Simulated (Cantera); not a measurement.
Input: 1 mol Al, 0.55 mol Br₂, equilibrated at 133 Pa.

Method: chemical equilibrium by Gibbs-energy minimisation in Cantera with the NASA 1993 tables (ideal gas, pure condensed phases). Candidate condensed phases: Al, AlBr₃, Br₂; 7 gas species. Kinetics and transport are ignored.

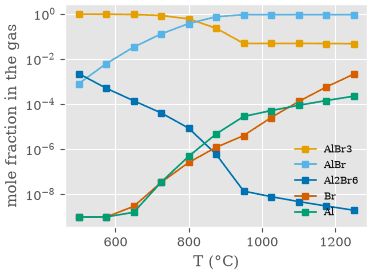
*Equilibrium gas composition (values under 1e-9 drawn at 1e-9)*

From 500 °C to 650 °C the condensed part is Al(s). From 725 °C to 875 °C the condensed part is Al(l). From 950 °C to 1250 °C nothing is condensed. The main Al-bearing gas is AlBr₃ at 500 °C and AlBr at 1250 °C.
